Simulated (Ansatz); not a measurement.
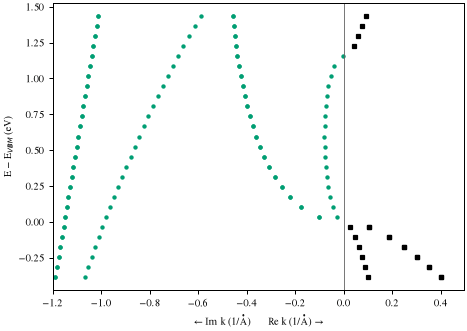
Figure: Complex bands at the centre of the two-dimensional zone; r2SCAN (Ansatz, an electronic-structure program)

The gap is the functional's own. No spin-orbit coupling. Mid-gap values are those at the computed energy nearest the middle.

Question: This is CdTe (F-43m, zinc blende, 2 atoms a cell, 35.4 Å³ an atom) along the normal of (111). Read off the slowest decay at the centre of the two-dimensional zone at 0.59 eV, the computed energy nearest the middle of the gap.

Answer: κ ≈ 0.08 1/Å, a decay length 1/(2κ) of the density of 6.4 Å.
